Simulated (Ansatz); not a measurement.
# CAM-B3LYP/STO-3G run of H2SO2 (SMILES O=[SH2]=O)

Aim: the energy change on altering one bond length of H2SO2 at CAM-B3LYP/STO-3G, from 2 runs. 

The results are computed with Ansatz 0.2.0.

45 further runs of the same task are left out: 1 that didn't finish, 44 set aside as unsound or not needed.

## (1) The structure to begin with

The species is H2SO2 (5 atoms), meant as a singlet with charge 0. As SMILES, `O=[SH2]=O`. The shape is that of a GFN2-xTB optimisation.

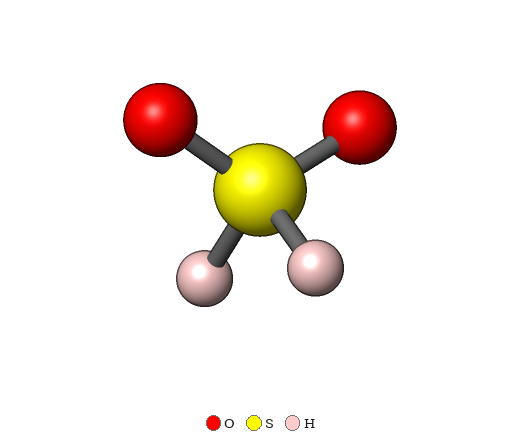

Viewed from a chosen angle; oxygen red, sulfur yellow, hydrogen pink.

## (2) The energy at CAM-B3LYP/STO-3G

File run.yaml:

```yaml
basis:
  gaussian: {orbitals: STO-3G}
crystal:
  periodic: [false, false, false]
  atoms:
    - {symbol: O, position_ang: [-0.986390, 0.275820, 1.043450]}
    - {symbol: S, position_ang: [0.013430, -0.014140, 0.070290]}
    - {symbol: O, position_ang: [1.269430, -0.576280, 0.440760]}
    - {symbol: H, position_ang: [-0.558620, -0.842170, -0.901330]}
    - {symbol: H, position_ang: [0.262150, 1.156770, -0.653170]}
hamiltonian: {xc: {name: CAM-B3LYP}}
accuracy: high
```

The run is started by

```console
$ ansatz run run.yaml --threads 1 --pin off --max-ram 2610MiB --events-out events.jsonl --progress --plain --runs-dir runs
```

Output:

```text
Warning: RAYON_NUM_THREADS=1 ignored (pool sized by the plan → 1); use --threads N
Functional definition: CAM-B3LYP
  name "CAM-B3LYP"
  parameter alpha = 0.19
  parameter beta = 0.46
  parameter omega = 0.33/bohr
  parameter ac = 0.81
  exchange = (1 - alpha - beta)*b88_x + beta*b88_x_sr(omega) + alpha*exact_x + beta*exact_x_lr(omega)
  correlation = (1 - ac)*vwn5_c + ac*lyp_c
388 factors; integrals over basis functions are off by at most 2.6e-8 eV
156 factors; integrals over basis functions are off by at most 5.4e-10 eV
mean field evaluation 1: about -14761.5634 eV, gradient 5.1e1 eV
mean field evaluation 2: about -14754.5489 eV, gradient 7.3e1 eV
mean field evaluation 4: about -14770.9542 eV, gradient 7.8e-1 eV
mean field evaluation 8: about -14770.9838 eV, gradient 6.1e-3 eV
mean field evaluation 16: about -14770.9838 eV, gradient 1.7e-7 eV
mean field -14770.98376011 eV, -542.8236410518 hartree, gradient 1.8e-8 eV, S^2 0.000000; 0 other end points of the search recorded, 0 dependent functions left out
reference -14770.98377051 eV, -542.8236414340 hartree; 17, 17 occupied and 4, 4 virtual orbitals, 388 factors
Total energy: -14770.98377051 eV, -542.8236414340 hartree
```

It took 1.2 s on 1 thread of Arm Neoverse V1, shared host; peak memory 0.098 GiB.

## (3) The distorted shape

File in.yaml:

```yaml
crystal:
  periodic: [false, false, false]
  atoms:
    - {symbol: O, position_ang: [-0.843388, 0.482813, 1.286338]}
    - {symbol: S, position_ang: [0.156432, 0.192853, 0.313178]}
    - {symbol: O, position_ang: [1.412432, -0.369287, 0.683648]}
    - {symbol: H, position_ang: [-0.558620, -0.842170, -0.901330]}
    - {symbol: H, position_ang: [0.405152, 1.363763, -0.410282]}
basis:
  gaussian: {orbitals: STO-3G}
magnetization: {spin_polarized: false}
hamiltonian: {xc: {name: CAM-B3LYP}}
accuracy: high
```

The run is started by

```console
$ ansatz run in.yaml --threads 1 --pin off --max-ram 2610MiB --events-out events.jsonl --progress --plain --runs-dir runs
```

Output (excerpt; [...] marks lines left out):

```text
Warning: RAYON_NUM_THREADS=1 ignored (pool sized by the plan → 1); use --threads N
[... 8 set-up lines as earlier in the session ...]
388 factors; integrals over basis functions are off by at most 2.8e-8 eV
155 factors; integrals over basis functions are off by at most 6.3e-10 eV
mean field evaluation 1: about -14761.7286 eV, gradient 5.0e1 eV
mean field evaluation 2: about -14754.1142 eV, gradient 7.2e1 eV
mean field evaluation 4: about -14770.6591 eV, gradient 1.8e0 eV
mean field evaluation 8: about -14770.6977 eV, gradient 5.3e-2 eV
mean field evaluation 16: about -14770.6977 eV, gradient 6.7e-6 eV
mean field -14770.69771420 eV, -542.8131290585 hartree, gradient 3.5e-8 eV, S^2 0.000000; 0 other end points of the search recorded, 0 dependent functions left out
reference -14770.69772497 eV, -542.8131294542 hartree; 17, 17 occupied and 4, 4 virtual orbitals, 388 factors
Total energy: -14770.69772497 eV, -542.8131294542 hartree
```

It took 1.3 s on 1 thread of Arm Neoverse V1, shared host; peak memory 0.098 GiB.

## (4) What came out

Level: CAM-B3LYP/STO-3G.

| quantity | value |
| --- | --- |
| first shape: total energy | -542.82364 Eh |
| distorted shape: total energy | -542.81313 Eh |
| energy change with the S2–H4 bond stretched from 1.399 to 1.749 Å | 0.286 eV |

With the S2–H4 bond stretched from 1.399 to 1.749 Å the energy rises by 0.29 eV (6.6 kcal/mol). The first shape isn't relaxed at this level, so the change isn't measured from a minimum. The minimal basis adds a large error of its own.
